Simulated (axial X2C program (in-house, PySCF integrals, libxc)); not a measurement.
# CZrO: bond lengths and stretches, held linear

How do method and spin–orbit coupling move the bonds and stretches of CZrO, held linear?

Method: all-electron X2C, two-component (2c) or spin-free, C dyall-v3z, Zr dyall-v3z, O dyall-av3z; program: an in-house X2C program for linear molecules on PySCF integrals.

All values are calculated.

2 further runs of the same task are left out: 2 set aside as unsound or not needed.

## Step 1: Set-up

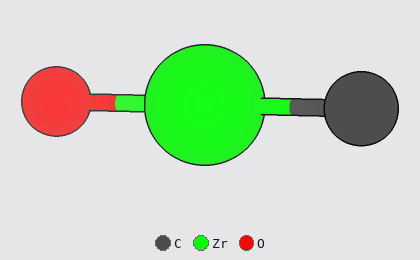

The atoms on one line, bonds 1.940 and 1.840 Å (carbon dark grey, zirconium green, oxygen red).

task.json

```json
{
 "zs": [
  6,
  40,
  8
 ],
 "q": 0,
 "bas": [
  "dyall-v3z",
  "dyall-v3z",
  "dyall-av3z"
 ],
 "r0": [
  1.94,
  1.84
 ],
 "symm": 0,
 "scan": [
  "PBE0",
  "HF",
  "TPSSh"
 ],
 "levels": [
  "PBE0",
  "HF",
  "B3LYP"
 ],
 "nst": 2
}
```

Keys: zs atomic numbers; q charge; bas basis sets; r0 starting distance in Å; symm equal bonds; scan levels of the two-bond scan (MP2 follows by itself at each HF point); levels methods; nst determinants followed.

The run is started by

```bash
$ python solin.py task.json out
```

Masses C 12.000, Zr 89.905, O 15.995 u.

## Step 2: Scan at PBE0, 2c

State: Ω = 0 (all partner blocks equally filled). Energies above the lowest point, from the job's result record:

```csv
r(C–Zr) (Å),r(Zr–O) (Å),E (meV)
1.7706,1.7472,69.61
1.7706,1.7920,29.98
1.7706,1.8368,61.14
1.8160,1.7472,35.16
1.8160,1.7920,0.00
1.8160,1.8368,35.92
1.8160,1.8816,129.20
1.8614,1.7472,55.33
1.8614,1.7920,25.29
1.8614,1.8368,66.53
1.9068,1.7920,96.92
1.9068,1.8816,248.25
```

A quadratic surface with cubic terms in each bond gives the minimum at 1.817 and 1.790 Å, force constants 4.3, 5.74 and coupling 0.41 mdyn/Å.

## Step 3: Scan at HF, 2c

State: Ω = 0 (all partner blocks equally filled). Energies above the lowest point, from the job's result record:

```csv
r(C–Zr) (Å),r(Zr–O) (Å),E (meV)
1.7706,1.7472,141.49
1.7706,1.7920,148.33
1.7706,1.8368,229.93
1.8160,1.7472,41.47
1.8160,1.7920,52.86
1.8160,1.8368,139.56
1.8160,1.8816,288.18
1.8614,1.7472,0.00
1.8614,1.7920,16.84
1.8614,1.8368,109.34
1.9068,1.7920,33.24
1.9068,1.8816,292.72
```

A quadratic surface with cubic terms in each bond gives the minimum at 1.872 and 1.759 Å, force constants 3.95, 6.83 and coupling 0.45 mdyn/Å.

## Step 4: Scan at TPSSh, 2c

State: Ω = 0 (all partner blocks equally filled). Energies above the lowest point, from the job's result record:

```csv
r(C–Zr) (Å),r(Zr–O) (Å),E (meV)
1.7706,1.7472,121.61
1.7706,1.7920,48.34
1.7706,1.8368,47.67
1.8160,1.7472,69.14
1.8160,1.7920,0.00
1.8160,1.8368,3.66
1.8160,1.8816,66.55
1.8614,1.7472,73.24
1.8614,1.7920,8.86
1.8614,1.8368,17.38
1.9068,1.7920,65.88
1.9068,1.8816,152.52
```

A quadratic surface with cubic terms in each bond gives the minimum at 1.829 and 1.810 Å, force constants 4.25, 5.37 and coupling 0.38 mdyn/Å.

## Step 5: The levels side by side

| level | r(C–Zr) (Å) | r(Zr–O) (Å) | lower stretch (cm⁻¹) | upper stretch (cm⁻¹) |
| --- | --- | --- | --- | --- |
| PBE0, 2c | 1.817 | 1.790 | 810.8 | 856.2 |
| HF, 2c | 1.872 | 1.759 | 787.6 | 921.8 |
| TPSSh, 2c | 1.829 | 1.810 | 795.1 | 840.6 |
| MP2, 2c | 1.804 | 1.816 | 777.2 | 795.6 |
| PBE0, spin-free | 1.817 | 1.791 | 811.3 | 855.9 |
| HF, spin-free | 1.872 | 1.760 | 794.4 | 922.2 |
| TPSSh, spin-free | 1.830 | 1.811 | 795.2 | 840.4 |
| MP2, spin-free | 1.805 | 1.817 | 771.0 | 796.1 |

Scans not shown above were run alike.

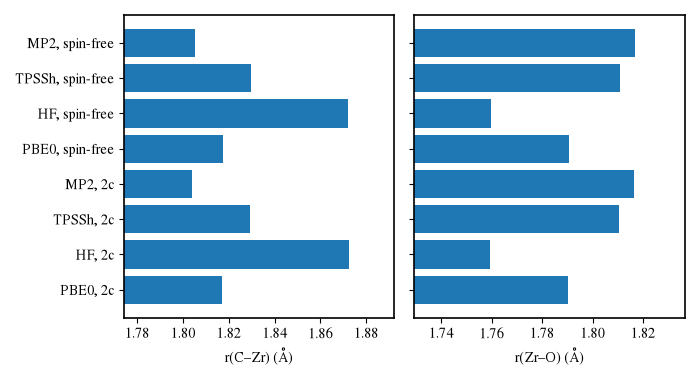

The two bond lengths by level.

**Reading.** Over the levels the C–Zr bond spans 1.804 to 1.872 Å and the Zr–O bond 1.759 to 1.817 Å. At PBE0 spin–orbit coupling leaves both bonds unchanged to 0.001 Å. Each state is one determinant, the lowest of a limited PBE0 search; the stretches come from a fit to few points and are good to some per cent at best. MP2 freezes inner shells (threshold -2 hartree). The molecule was held linear; bending was not examined, so a bent shape may lie lower.
